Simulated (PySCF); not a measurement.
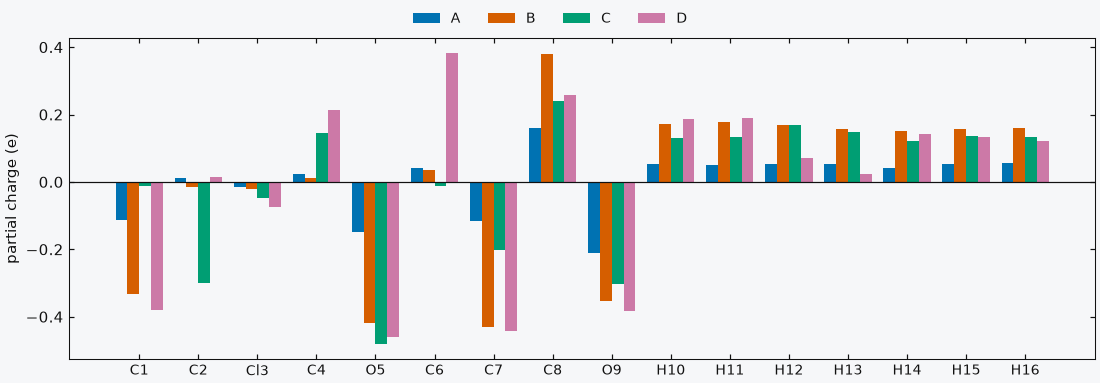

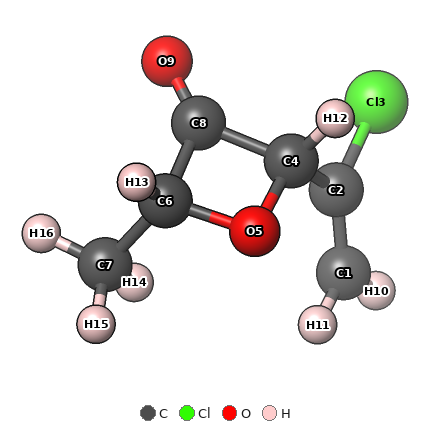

Atomic charges of C₆H₇ClO₂, SMILES C=C(Cl)[C@@H]1O[C@H](C)C1=O by 4 schemes, PBE0/pcSseg-1, PySCF, at a GFN2-xTB geometry (no frequency check).

The schemes are ESP fit, Hirshfeld, IAO and Mulliken. Which series is which?

A: Hirshfeld (C1 −0.11 e); B: IAO (C1 −0.33 e); C: Mulliken (C1 −0.01 e); D: ESP fit (C1 −0.38 e).

Note: the tight-binding geometry is rougher than a DFT one and adds to the error; one conformer of a flexible molecule.
